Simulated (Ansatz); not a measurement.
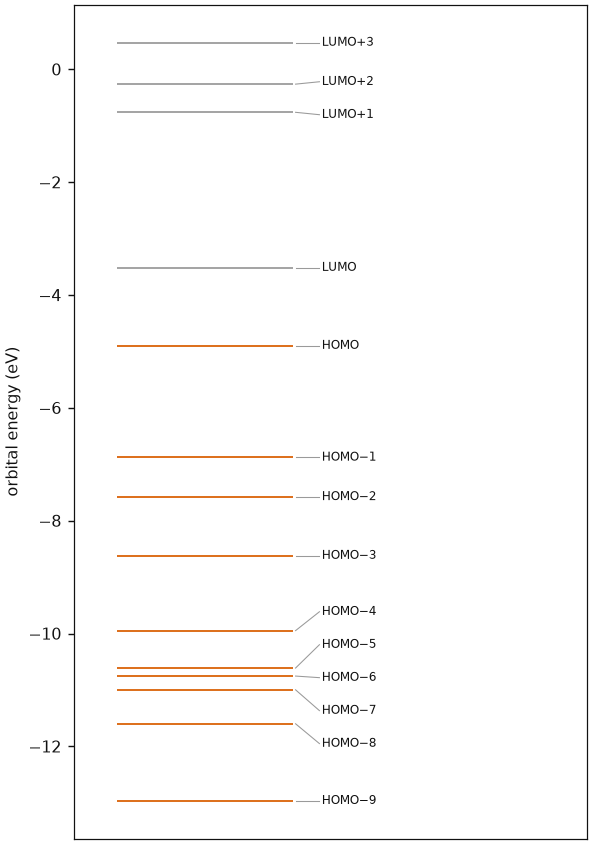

Kohn-Sham orbital energies near the frontier, BLYP/def2-TZVPP with the Ansatz code 0.2.0, at a PBE0-D4/def2-TZVP geometry (a minimum by its frequencies), isolated molecule; empty levels in grey, levels within 0.03 eV side by side.

### Which molecule has this level scheme?
A. CH₄STe, SMILES SC[TeH]
B. C₂H₄BClO, SMILES BC(=O)CCl
C. C₂H₃FSSi, SMILES F[Si@H]1CC1=S
D. B₂NH₄F, SMILES NBBF

C. HOMO −4.90 eV, LUMO −3.52 eV, separation 1.38 eV.

Known limits of this run: empty levels above zero depend strongly on the basis.
